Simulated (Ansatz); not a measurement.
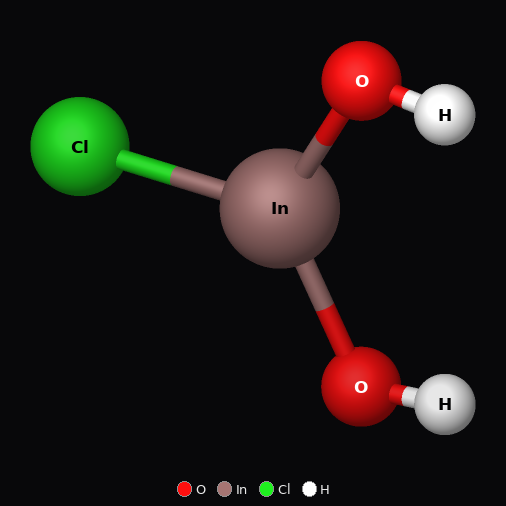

Rendered structure (ball-and-stick style). Every bond is drawn as one stick, whatever its order.

> What is the molecular formula?

ClH₂InO₂, 6 atoms: 1 chlorine, 2 hydrogen, 1 indium and 2 oxygen.

> How many bonds of each kind are drawn?

2 In–O, 2 O–H, 1 Cl–In.

> How many sets of symmetry-equivalent atoms are there?

4: 2 O, 1 In, 1 Cl, 2 H.

The parts below concern this one geometry. Atoms keep their numbers from picture to picture. The computed structure is the end point of a PBE0-D4/def2-TZVP optimisation.

**Geometry**

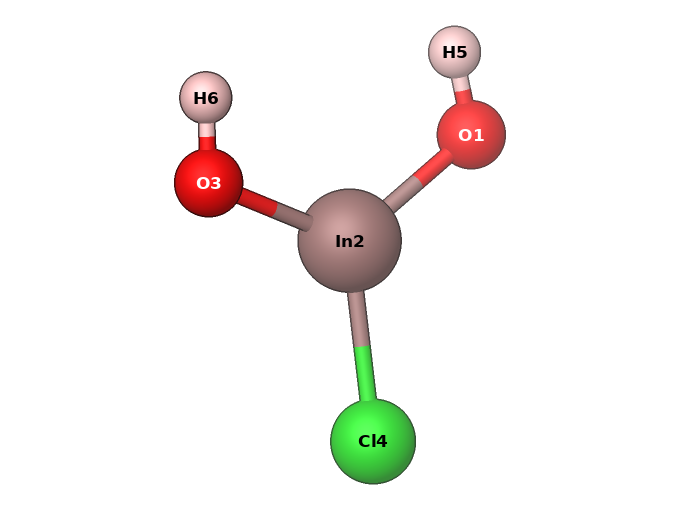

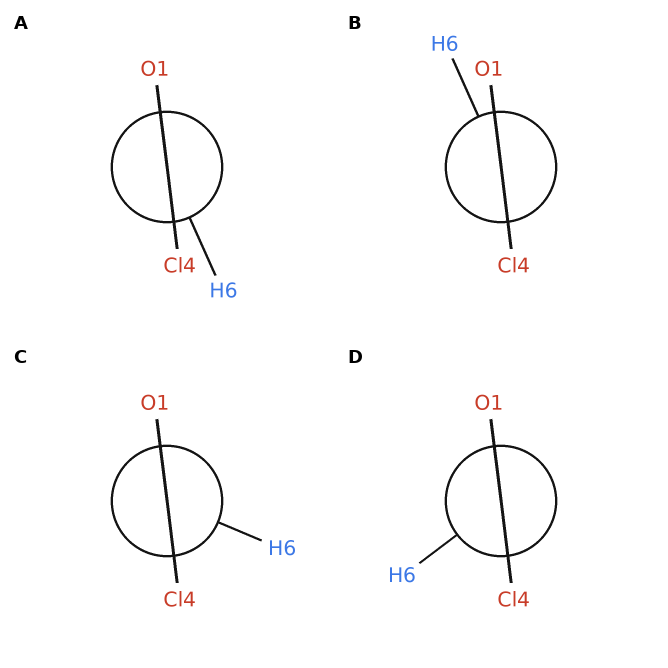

Distant atoms are faded towards the background colour. Bonds that would overlap in a projection are set slightly apart.

> Which Newman projection shows the view along In2–O3, with In2 in front?

B. The torsion angle Cl4–In2–O3–H6 is 180°, antiperiplanar (anti).

**Dipole moment**

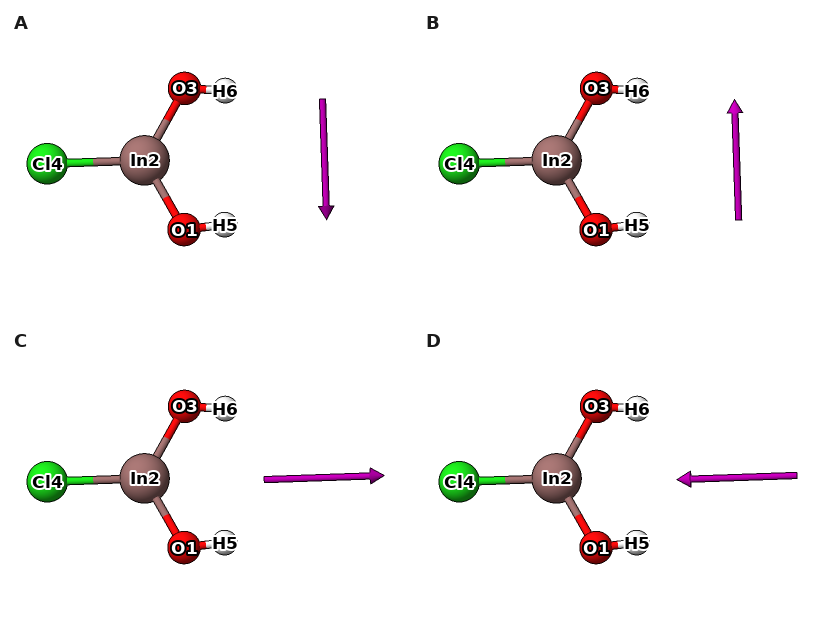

The same molecule four times, each with an arrow. Level of theory: RKS PBE-D4/def2-TZVPP, core potentials on In (Ansatz 0.2.0).

> Which arrow points along the dipole moment, from the negative to the positive end?

C. The dipole moment is 3.06 D; it points from the side of Cl4 to the side of H5, H6 (the outermost atoms at the two ends).

**Electronic properties**

Level of theory: RKS PBE0-D4/def2-SVP, core potentials on In (Ansatz 0.2.0).

Computed properties:

- HOMO energy (Kohn–Sham orbital): −8.62 eV
- LUMO energy (Kohn–Sham orbital): −2.02 eV
- HOMO–LUMO gap: 6.61 eV

**Thermal motion**

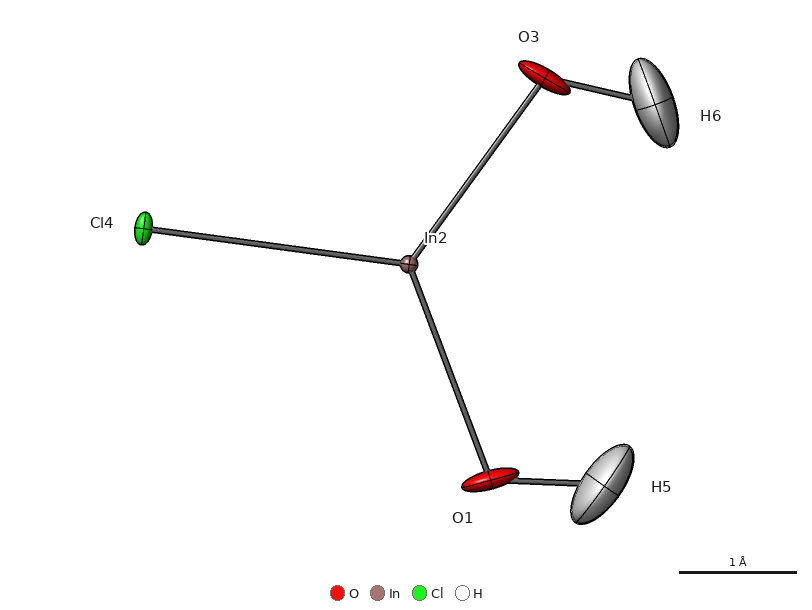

Displacement ellipsoids at the 50 % level, from the internal vibrations of the free molecule (harmonic, no overall translation or rotation; no half-axis is drawn under 0.075 Å). Vibrations computed with RKS PBE0-D4/def2-TZVP, core potentials on In (Ansatz 0.2.0). Temperature: 400 K.

> Which atom moves most?

H5, H6, with U_eq = 0.0813 Å².

> Does H5 move more along its bond or across it?

Across it: the root-mean-square amplitude is 0.168 Å along the bond and up to 0.406 Å across, since bending and torsion are softer than stretching.

Give the displacement parameters, one line for each set of equivalent atoms.

```
  atom  U_eq (Å²)   rms amplitudes (Å)
O1, O3     0.0129  0.052, 0.099, 0.162
   In2     0.0013  0.027, 0.038, 0.041
   Cl4     0.0040  0.040, 0.045, 0.092
H5, H6     0.0813  0.111, 0.258, 0.406
```

**Charges**

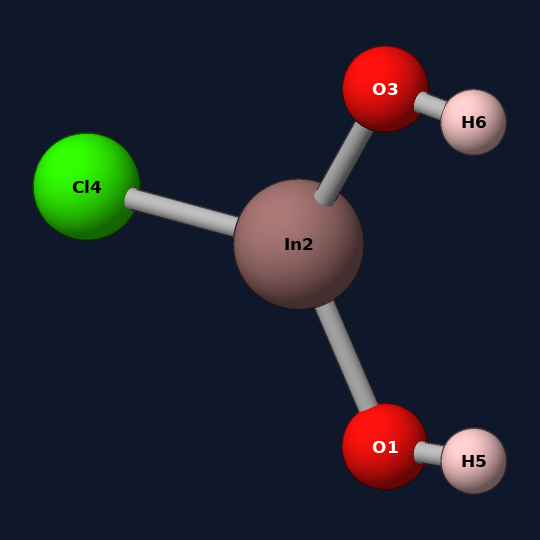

The questions are on Mulliken charges. Level of theory: RKS ωB97M-V/def2-TZVPP, core potentials on In (Ansatz 0.2.0).

List the Mulliken charges.

```json
{"atom": "O1", "value (e)": "−0.49"}
{"atom": "In2", "value (e)": "0.96"}
{"atom": "O3", "value (e)": "−0.49"}
{"atom": "Cl4", "value (e)": "−0.32"}
{"atom": "H5", "value (e)": "0.17"}
{"atom": "H6", "value (e)": "0.17"}
```

Mulliken values depend strongly on the basis set and can even reverse the polarity of a bond.
